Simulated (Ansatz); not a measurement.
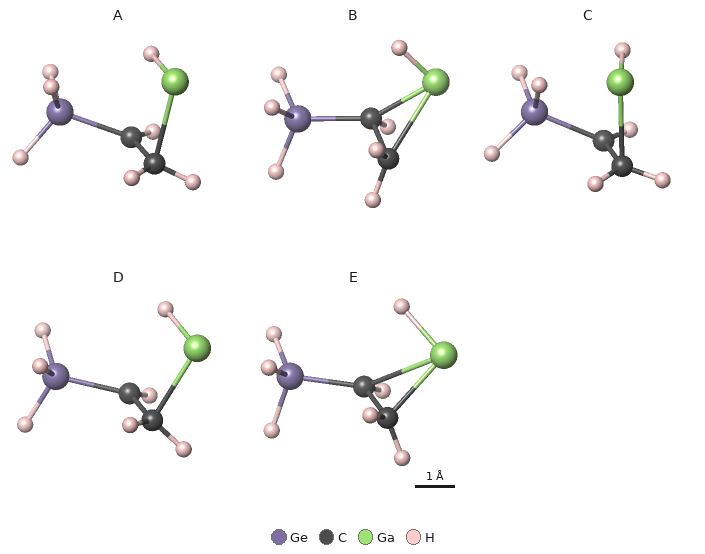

5 geometries from one relaxation of C2H7GaGe (coarse preliminary run), in shuffled order. The picture is a ball-and-stick view, seen at a tilt.

The start comes from a force field.

The calculation used RKS PBE-D4/def2-SVP (Ansatz). Set-up: force threshold 0.03 eV/Å; at most 200 steps.

### Order the frames from highest to lowest energy.

B, E, D, A, C. They are steps 0, 4, 7, 14, 26, at +88.1 kcal/mol, +16.9 kcal/mol, +4.04 kcal/mol, +0.71 kcal/mol relative to the last. Over 23 accepted moves (26 points after the start) the energy falls by 88.1 kcal/mol. Largest force component: 3.6 eV/Å at the start, 0.019 eV/Å at the end. The line search rejected the trial steps at points 13, 21, 23 of the run. The forces were under the threshold at step 15, but the run went on from there. The Ga atom moves most after the best rigid fit: 1.78 Å. By element the largest moves are Ga 1.78 Å, H 1.51 Å, C 0.65 Å, Ge 0.20 Å. Among the contacts that change: Ga–H 4.345 → 2.137 Å, Ga–H 2.250 → 3.110 Å, Ga–Ge 3.741 → 3.021 Å, C–Ga 1.991 → 2.564 Å. Bond angles that change, for instance: Ga–C–H 153.5° → 107.8°, C–C–Ga 56.8° → 82.5°, C–Ge–H 111.9° → 98.6°. Cost: 44 s on 4 threads of Arm Neoverse V1, on a shared host.
